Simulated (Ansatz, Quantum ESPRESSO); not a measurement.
# Evanescent states of C, diamond type, lattice constant set to 3.516 Å, part 3 of 3

Wanted: the complex band structure of C, diamond type, lattice constant set to 3.516 Å, as for a tunnel barrier.

Quantum ESPRESSO 7.5; plane-wave DFT, LDA, GBRV ultrasoft pseudopotentials; cross-check by Ansatz 0.2.0 with PAW datasets.

So far. Step 2 (SCF with pw.x): The run needed 7 iterations to bring the estimated error under 1e-09 Ry.

**4. Complex bands with pwcond.x, with ewind = 1.0**

Level of this step: complex band structure by pwcond; plane-wave DFT, LDA, GBRV ultrasoft pseudopotentials (Quantum ESPRESSO).

A sensitivity test on the input.

cbs.w.in

```
&inputcond
  outdir = './out'
  prefixl = 'scf'
  band_file = 'cbs.w'
  ikind = 0
  ewind = 1.0
  epsproj = 1e-05
  nz1 = 7
  energy0 = 7.44
  denergy = -0.24
/
4
  0.00000000 0.00000000 1.00000000
  0.50000000 0.00000000 1.00000000
  0.50000000 0.50000000 1.00000000
  0.25000000 0.00000000 1.00000000
40
```

Launch:

```console
OMP_NUM_THREADS=1 mpirun -n 2 pwcond.x -in cbs.w.in > cbs.w.out
```

Numbers of over 12 decimals in the logs are rounded to 6 here.

The log of the run:

```text
[banner, memory and clock lines left out]
Program PWCOND v.7.5 starts
[citation notice left out]

[...]
./out/scf.save/

     IMPORTANT: XC functional enforced from input :
     Exchange-correlation= PZ
                           (   1   1   0   0   0   0   0)
     Any further DFT definition will be discarded
     Please, verify this is what you really want

     Reading collected, re-writing distributed wavefunctions

===== INPUT FILE containing the left lead =====

     GEOMETRY:

     lattice parameter (alat)  =       4.6982  a.u.
     the volume                =     146.6605 (a.u.)^3
     the cross section         =      22.0732 (a.u.)^2
     l of the unit cell        =       1.4142 (alat)
     number of atoms/cell      =            4
     number of atomic types    =            1

     crystal axes: (cart. coord. in units of alat)
               a(1) = (  1.0000  0.0000  0.0000 )
               a(2) = (  0.0000  1.0000  0.0000 )
               a(3) = (  0.0000  0.0000  1.4142 )

   Cartesian axes

     site n.     atom                  positions (alat units)
          1        C      tau(  1)=(  0.0000  0.0000  1.4142  )
          2        C      tau(  2)=(  0.5000  0.0000  0.3536  )
          3        C      tau(  3)=(  0.5000  0.5000  0.7071  )
          4        C      tau(  4)=(  0.0000  0.5000  1.0607  )

     nr1s                      =           20
     nr2s                      =           20
     nr3s                      =           27
     nr1sx                     =           20
     nr2sx                     =           20
     nr3sx                     =           27
     nr1                       =           24
     nr2                       =           24
     nr3                       =           30
     nr1x                      =           24
     nr2x                      =           24
     nr3x                      =           30

 _______________________________
  Radii of nonlocal spheres:

     type       ibeta     ang. mom.          radius (alat units)
       C          1         0                    0.2804
       C          2         0                    0.2804
       C          3         1                    0.2804
       C          4         1                    0.2804
----- General information -----

----- Complex band structure calculation -----

     nrx                       =           20
     nry                       =           20
     nz1                       =            7

     energy0               =         7.4E+00
     denergy               =        -2.4E-01
     nenergy               =         40
     ecut2d                =         4.0E+01
     ewind                 =         1.0E+00
     epsproj               =         1.0E-05

     number of k_|| points=    4
                       cryst. coord.
        k(    1) = (   0.0000000   0.0000000), wk =   0.2500000
        k(    2) = (   0.5000000   0.0000000), wk =   0.2500000
        k(    3) = (   0.5000000   0.5000000), wk =   0.2500000
        k(    4) = (   0.2500000   0.0000000), wk =   0.2500000
----- Information about left lead -----

     nocros                   =            8
     noins                    =           24
     norb                     =           40
     norbf                    =           40
     nrz                      =           27

      iorb      type   ibeta   ang. mom.   m       position (alat)
        1        1       1        0        1   taunew(   1)=(  0.0000  0.0000  0.0000)
        2        1       2        0        1   taunew(   2)=(  0.0000  0.0000  0.0000)
[...]
40        1       4        1        3   taunew(  40)=(  0.0000  0.0000  1.4142)
    k slab    z(k)  z(k+1)     crossing(iorb=1,norb)
    1   0.0000 0.0524 0.0524   1111111100000000000000000000000000000000
    2   0.0524 0.1048 0.0524   1111111111111111000000000000000000000000
[...]
27   1.3618 1.4142 0.0524   0000000000000000000000000000000011111111
 ngper, shell number =           69          13
 ngper, n2d =           69          44
---  E-Ef =    7.4400000  k =    0.0000000   0.0000000
---  ie =          1  ik =          1
 Nchannels of the left tip =            3
 Right moving states:
   k1(2pi/a)   k2(2pi/a)   E-Ef (eV)
   0.2108881  -0.0000000   7.4400000
   0.2109068  -0.0000000   7.4400000
   0.3039947   0.0000000   7.4400000
 Left moving states:
   k1(2pi/a)   k2(2pi/a)   E-Ef (eV)
  -0.2108881  -0.0000000   7.4400000
  -0.2109068  -0.0000000   7.4400000
  -0.3039947   0.0000000   7.4400000

---  E-Ef =    7.2000000  k =    0.0000000   0.0000000
---  ie =          2  ik =          1
 Nchannels of the left tip =            3
 Right moving states:
   k1(2pi/a)   k2(2pi/a)   E-Ef (eV)
   0.1930239  -0.0000000   7.2000000
   0.1930454  -0.0000000   7.2000000
   0.2848513   0.0000000   7.2000000
 Left moving states:
   k1(2pi/a)   k2(2pi/a)   E-Ef (eV)
  -0.1930239  -0.0000000   7.2000000
  -0.1930454  -0.0000000   7.2000000
  -0.2848513   0.0000000   7.2000000
[... further energies and points left out ...]
---  E-Ef =   -1.6800000  k =    0.2500000   0.0000000
---  ie =         39  ik =          4
 Nchannels of the left tip =            1
 Right moving states:
   k1(2pi/a)   k2(2pi/a)   E-Ef (eV)
  -0.2309815  -0.0000000  -1.6800000
 Left moving states:
   k1(2pi/a)   k2(2pi/a)   E-Ef (eV)
   0.2309815  -0.0000000  -1.6800000

---  E-Ef =   -1.9200000  k =    0.2500000   0.0000000
---  ie =         40  ik =          4
 Nchannels of the left tip =            3
 Right moving states:
   k1(2pi/a)   k2(2pi/a)   E-Ef (eV)
   0.2122790  -0.0000000  -1.9200000
  -0.2653945   0.0000000  -1.9200000
  -0.3356441  -0.0000000  -1.9200000
 Left moving states:
   k1(2pi/a)   k2(2pi/a)   E-Ef (eV)
  -0.2122790  -0.0000000  -1.9200000
   0.2653945  -0.0000000  -1.9200000
   0.3356441   0.0000000  -1.9200000

[...]
```

The job ended after 8.3 s (2 MPI ranks of AMD EPYC 9R45, shared host; peak memory 0.11 GiB; 16 s of CPU time).

The changed values were drawn from a wide range, not chosen for quality; the comparison shows what they did here together.

Beside the run it was changed from:

```csv
quantity,this run,unchanged run,difference
peak of the smallest κ at the zone centre (Å⁻¹),0.309,0.309,0
wall time (s),8.3,12,
```

The physical values in this table stay within 0.05 %.

**5. The same in Ansatz**

A second code with its own PAW datasets, on the same atoms.

Level of this step: plane-wave DFT, LDA, Ansatz PAW (Ansatz 0.2.0).

input.yaml

```yaml
crystal:
  lattice:
    - [2.4861874427, 0.0, 0.0]
    - [0.0, 2.4861874427, 0.0]
    - [0.0, 0.0, 3.516]
  atoms:
    - { symbol: C, position: [0.0, 0.0, 0.0] }
    - { symbol: C, position: [0.5, 0.0, 0.25] }
    - { symbol: C, position: [0.5, 0.5, 0.5] }
    - { symbol: C, position: [0.0, 0.5, 0.75] }
kpoints:
  mp_grid: { grid: [10, 10, 8] }
hamiltonian:
  xc: lda
scf:
  occupations: { method: fixed }
  convergence: { dr2_threshold: 1.0e-09 }
output:
  transmission:
    leads: [[0, 0]]
    kpoints: [[0, 0], [0.5, 0], [0.5, 0.5], [0.25, 0]]
    e_range: [-1.92, 7.44]
    de: 0.24
```

Launch:

```console
ansatz run input.yaml --threads 2 --pin off --max-ram 4096MiB --backend cpu --events-out ev --progress --plain --runs-dir out
```

The log of the run:

```text
Engine: ansatz 0.2.0, x86_64-unknown-linux-gnu
Pseudopotentials: kind: paw
Pseudopotential: C, paw, valence charge 4, recommended cutoff 420 eV (normal), C.paw.azcp
Functional definition: SPW92
  exchange = slater_x
  correlation = pw_c
Crystal: 4 atoms, lattice volume = 21.733 Å³
Basis set: ecut = 420 eV, 403 PW (Γ)
Bands: 12, of which v1, the nominal top of the filled ones, is band 8 counted from 1 (7 counted from 0)
Symmetry: 32 space group operations
Space group: Fd-3m (ITA 227), of the structure as read, at distance tolerance 2.8e-5 Å
k-points: 105 of 800
Non-local potential: C, projectors of the file, l = 0: 2, l = 1: 2, l = 2: 1
PAW form: soft (Blöchl's): semilocal exchange-correlation on the pseudo side does not see the compensation charge
PAW frozen core: C, regenerated for the run's functional, and the local potential with it (the file was generated under x = pbe(κ = 0.804, μ = 0.219515), c = pbe(β = 0.066725))
PAW one-centre angular grid: C, 110 points (default); XC on 64 Gauss nodes
Initial density: superposition of atomic densities (neutral atoms: chi_scale 0, normalization atom), corrected by the library's trained network
Initial wavefunctions: pseudopotential atomic-orbital guess
Functional: x = slater, c = lda
SCF iter   1: F=—  HF=-971.966078 eV  |F-HF|=—  |Δ(HF+E_count)|=         —  Δρ=7.66e-3  dr2=4.95e-3  ethr=1.77e-3  ⟨swp⟩=4.1  Hψ=6339  notcnv=0  defer=159
preconditioner: auto → none  [insulator: Δε(μ)=4.193 eV  Ē_g=17.499 eV  n_scr=6 (ndim 8)  ℏωp=31.9 eV  f_vac=0.000  ε∞_Penn≈4.3]
SCF iter   2: F=—  HF=-971.964784 eV  |F-HF|=—  |Δ(HF+E_count)|=   1.29e-3  Δρ=3.62e-3  dr2=1.03e-3  ethr=3.09e-5  ⟨swp⟩=1.5  Hψ=2192  notcnv=0  defer=159
SCF iter   3: F=—  HF=-971.964497 eV  |F-HF|=—  |Δ(HF+E_count)|=   2.88e-4  Δρ=1.08e-4  dr2=1.21e-6  ethr=6.43e-6  ⟨swp⟩=1.5  Hψ=1353  notcnv=0  defer=180
SCF iter   4: F=—  HF=-971.964500 eV  |F-HF|=—  |Δ(HF+E_count)|=   3.08e-6  Δρ=2.62e-5  dr2=5.72e-8  ethr=7.57e-9  ⟨swp⟩=2.1  Hψ=2080  notcnv=0  defer=17
SCF iter   5: F=—  HF=-971.964500 eV  |F-HF|=—  |Δ(HF+E_count)|=   4.98e-9  Δρ=1.08e-5  dr2=1.64e-8  ethr=3.57e-10  ⟨swp⟩=2.0  Hψ=2100  notcnv=0  defer=16
SCF iter   6: F=—  HF=-971.964500 eV  |F-HF|=—  |Δ(HF+E_count)|=   4.96e-9  Δρ=4.02e-6  dr2=2.38e-9  ethr=1.02e-10  ⟨swp⟩=2.0  Hψ=2070  notcnv=0  defer=16
SCF iter   7: F=-971.964500 eV  HF=-971.964500 eV  |F-HF|=2.88e-11  |Δ(HF+E_count)|=  8.50e-10  Δρ=6.20e-7  dr2=5.51e-11  ethr=6.25e-12  ⟨swp⟩=3.7  Hψ=4197  notcnv=0
SCF 1 converged in 7 iterations: F = -971.964500 eV  dr2 = 5.51e-11
  greatest PAW one-centre occupation: 0.643 electrons in one spin orbital (limit 2), on the C atom at site 3 (counted from 0), in its partial waves of l = 0
transmission: 5 of 20 steps passed
transmission: 10 of 20 steps passed
transmission: 15 of 20 steps passed
transmission: 20 of 20 steps passed
SCF converged after 7 iterations
Free energy (F): -971.964500 eV
Harris-Foulkes:  -971.964500 eV  (|F-HF|=2.88e-11)
Internal energy: -971.964500 eV  (E = F + TS)
E sigma→0 (E₀):  -971.964500 eV
Fermi energy:    13.849519 eV
--- Per-component energies (eV) ---
  E_band       = 74.738896
  E_kinetic    = 374.917293
  E_local      = -242.531909  (includes V_loc(G=0)·N_el)
  E_nonlocal   = 111.932737
  E_hartree    = 51.961820
  E_xc         = -194.921981
  E_vxc        = -242.713750  (∫ρ·V_xc dr)
  E_paw        = -367.608119  (= ΣΔE_a)
  E_vpaw       = -30.789056  (= ΣTr[D̂ρ^β])
  E_aug_tail   = 0.000036  (compensation charges beyond the density's cutoff)
  E_ewald      = -705.965707
  E_core_change = 0.251330  (= ΣΔE_core)
  E_smearing   = -0.000000  (= −TS)
  E_closure    = -0.000000  (closes the sum)
  Σ components = -971.964500   (vs F -971.964500, Δ=0.00e0)
--- Band table (eV; the first three rows and the last of 105) ---
  k-point 0: bands = [... 4 lower, 7.2811, 13.8495, 13.8495, 13.8495, 18.6584, 18.6584, 19.5112, 19.5112]
  k-point 1: bands = [... 4 lower, 7.4274, 13.2650, 13.2650, 13.5085, 18.2151, 19.3978, 19.4429, 20.2191]
  k-point 2: bands = [... 4 lower, 7.8620, 12.0374, 12.0374, 12.5611, 18.0566, 19.1061, 20.6278, 21.8170]
  k-point 104: bands = [... 4 lower, 5.1067, 5.1067, 5.1067, 5.1067, 24.4904, 24.4904, 24.4904, 24.4904]
--- Transmission ---
  basis      : 57 plane waves across, 5 finite elements along
  points     : 4, as listed
  energies   : 40 from -1.920000 to 7.440000 eV about the Fermi level, 0.240000 eV apart; the leads are filled to 2.103526 eV, and channels, transmission and decay are at 2.160000 eV
  crystal 0  : C4, at the sites [0, 0], period 3.5160 Å: whole cells are its period
    offset         : up to 0.0000 Å between an atom of the period and one for which it stands
    channels       : 0.000000e0 a spin
    conductance    : none, the energies end too early or step too widely for 300 K: set another output.transmission.e_range or a lower de, or, where they end at an eighth of basis.ecutwfc, a higher one
    slowest decay  : 0.3037 /Å at (0.0000, 0.0000)
```

Wall time 1.2 s (2 threads); peak memory 0.33 GiB.

Numbers from this step:

| Property | Result |
| --- | --- |
| free energy | -971.9645 eV |
| gap by band count | 4.207 eV |
| symmetry operations | 32 |
| slowest decay at the grid energy nearest mid-gap | 0.3037 Å⁻¹ |
| peak of the smallest κ at the zone centre | 0.3094 Å⁻¹ |
| peak of the smallest κ at (1/4, 0) | 0.5386 Å⁻¹ |
| valence top, on the run's zero | 13.85 eV |

K across = (0, 0) in the cell's reciprocal vectors; values within 0.0025 1/Å of each other count once, columns are sorted by size at each energy, a dash where no further value was kept. Im kz of the slowest decaying states against energy, zero at the highest filled level of the SCF mesh:

```csv
energy (eV),decay 1 (Å⁻¹),decay 2 (Å⁻¹),decay 3 (Å⁻¹)
-1.92,-,-,-
-1.44,1.49,-,-
-0.72,1.39,-,-
-0.24,1.32,-,-
0.00,0.0231,0.0343,1.29
0.24,0.133,0.188,1.25
0.72,0.215,0.318,1.17
1.44,0.276,0.438,1.05
1.92,0.297,0.496,0.960
2.40,0.308,0.545,0.858
3.12,0.306,0.604,0.673
3.60,0.294,0.508,0.635
4.08,0.233,0.273,0.662
4.80,0.216,0.694,-
5.28,0.150,0.711,-
5.76,0.209,0.724,-
6.24,0.465,0.734,-
6.96,0.639,0.743,-
7.44,0.710,0.746,-
```

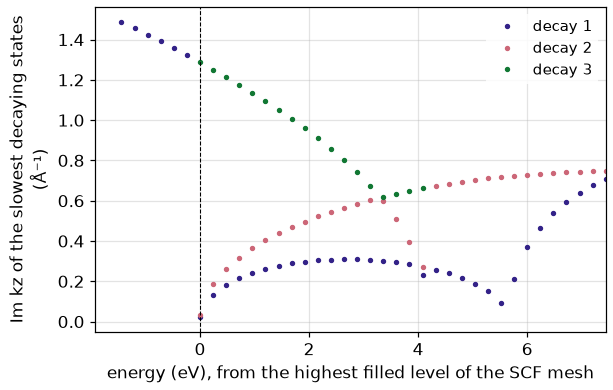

Im kz of the slowest decaying states, plotted against energy.

K across = (0, 0) in the cell's reciprocal vectors. The Re kz of states that move upwards by energy, zero at the highest filled level of the SCF mesh:

```csv
energy (eV),channel 1 (Å⁻¹),channel 2 (Å⁻¹),channel 3 (Å⁻¹)
-0.96,-0.382,-0.297,-0.297
0.00,-,-,-
0.96,-,-,-
1.92,-,-,-
2.88,-,-,-
4.08,-,-,-
5.04,-0.576,0.0779,-
6.00,0.151,0.151,0.310
6.96,0.316,0.316,0.475
```

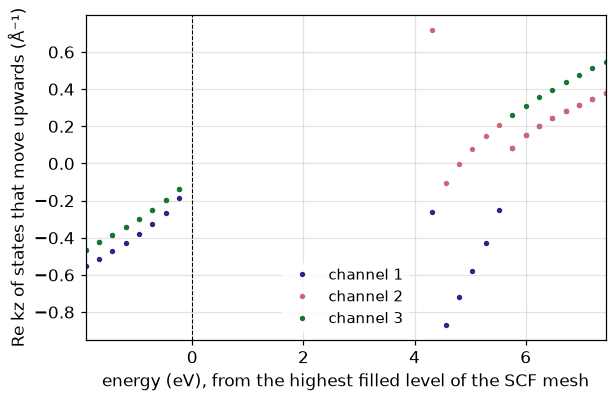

Re kz of states that move upwards against energy.

K across = (1/2, 0) in the cell's reciprocal vectors; values within 0.0025 1/Å of each other count once, columns are sorted by size at each energy, a dash where no further value was kept. Im kz of the slowest decaying states against energy, zero at the highest filled level of the SCF mesh:

```csv
energy (eV),decay 1 (Å⁻¹),decay 2 (Å⁻¹),decay 3 (Å⁻¹)
-1.92,0.295,0.775,-
-1.44,0.352,0.846,-
-0.72,0.416,0.903,-
-0.24,0.449,0.923,-
0.00,0.463,0.929,-
0.24,0.476,0.933,-
0.72,0.499,0.937,-
1.44,0.526,0.931,-
1.92,0.540,0.921,-
2.40,0.550,0.907,-
3.12,0.560,0.879,1.43
3.60,0.563,0.856,1.36
4.08,0.562,0.829,1.29
4.80,0.554,0.781,1.18
5.28,0.545,0.743,1.10
5.76,0.530,0.699,1.01
6.24,0.511,0.649,0.915
6.96,0.469,0.556,0.740
7.44,0.429,0.477,0.581
```

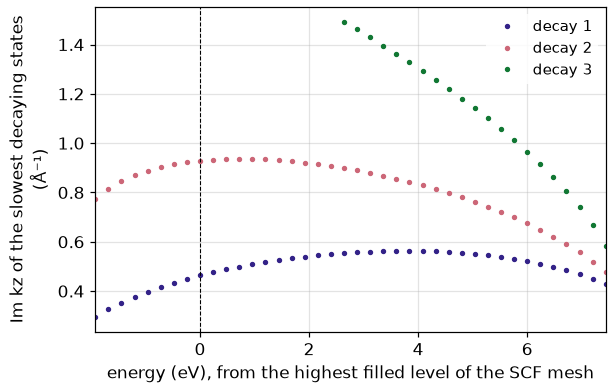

Im kz of the slowest decaying states, plotted against energy.

K across = (1/2, 1/2) in the cell's reciprocal vectors; values within 0.0025 1/Å of each other count once, columns are sorted by size at each energy, a dash where no further value was kept. The Im kz of the slowest decaying states by energy, zero at the highest filled level of the SCF mesh:

```csv
energy (eV),Im kz of the slowest decaying states (Å⁻¹)
-1.92,0.531
-1.20,0.530
-0.48,0.521
0.00,0.511
0.24,0.504
0.96,0.480
1.68,0.447
2.40,0.405
3.12,0.348
3.84,0.271
4.56,0.140
5.28,-
6.00,-
6.72,-
7.44,-
```

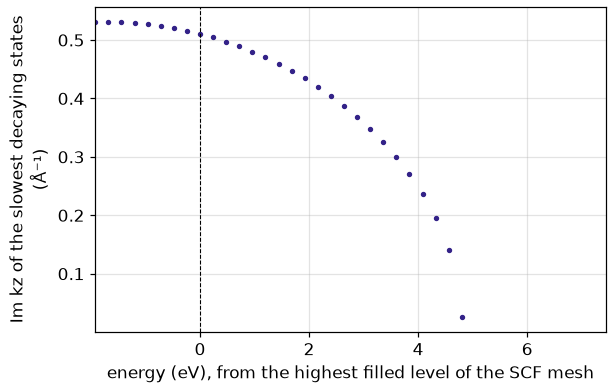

Im kz of the slowest decaying states against energy.

K across = (1/4, 0) in the cell's reciprocal vectors; values within 0.0025 1/Å of each other count once, columns are sorted by size at each energy, a dash where no further value was kept. Im kz of the slowest decaying states against energy, zero at the highest filled level of the SCF mesh:

```csv
energy (eV),decay 1 (Å⁻¹),decay 2 (Å⁻¹),decay 3 (Å⁻¹)
-1.92,-,-,-
-1.20,0.242,-,-
-0.48,0.218,0.346,-
0.00,0.334,0.394,1.46
0.24,0.373,0.414,1.43
0.96,0.456,0.463,1.33
1.68,0.498,0.506,1.23
2.40,0.522,0.533,1.12
3.12,0.536,0.542,1.000
3.84,0.532,0.541,0.861
4.56,0.502,0.536,0.691
5.28,0.441,0.446,0.520
6.00,0.349,0.492,1.23
6.72,0.145,0.446,1.18
7.44,0.371,1.14,1.17
```

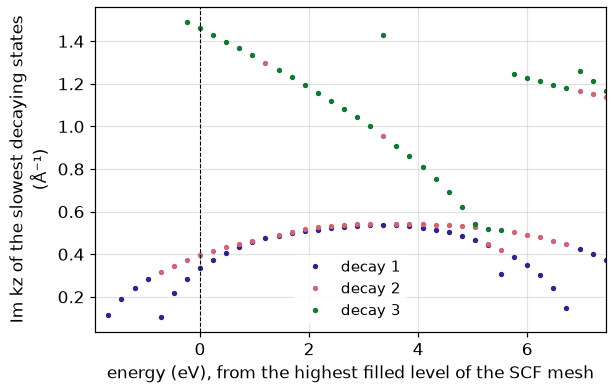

Im kz of the slowest decaying states against energy.

**6. By hand**

T falls as exp(−2κd). With κ = 0.302 1/Å, 10 Å of barrier pass exp(−2 × 0.302 × 10) = 0.0024 of that channel, interfaces aside.

**7. What came out**

```
gap on the SCF mesh                                                  : 4.22 eV
smallest κ at mid-gap among the four k points, at the zone centre    : 0.302 Å⁻¹
peak of the smallest κ in the stop band at the zone centre           : 0.309 Å⁻¹
peak of the smallest κ in the stop band at (1/4, 0)                  : 0.539 Å⁻¹
energy of the peak at the zone centre, over the highest filled level : 2.64 eV
peak at the zone centre by Ansatz                                    : 0.309 Å⁻¹
```

In words: With a gap of 4.22 eV on the mesh, the smallest κ at mid-gap among the four k points, at the zone centre is 0.302 Å⁻¹ (LDA, GBRV ultrasoft). For a barrier with the Fermi level at mid-gap the slowest state found, at the zone centre, loses a factor of ten in probability every 3.8 Å or so. Stop bands away from the zone centre are mostly wider than the gap, so their peaks can lie above the conduction bottom. At the zone centre pwcond's peak is 0.309 and Ansatz's 0.309 1/Å, 0 % apart. The cell is the a/√2 one, turned by 45°, with two primitive cells, so X along [001] folds onto kz = 0. A semilocal gap is too small, often by a third to a half and by more in narrow-gap crystals, so real barriers decay faster.

[Logs are printed without paths, hosts, clocks, repeated set-up lines and the standing remarks that a program may print on its own settings, such as how far it seeks lower states.]

[Hosts, paths, dates, database ids (printed as entryN), source tags and the programs' standing remarks are cut or masked in the printed files.]

[Maps of the electrostatic potential energy from Ansatz leave out the sawtooth potential of an applied field or a dipole correction, so their vacuum need not be flat; planar profiles and work functions include it.]
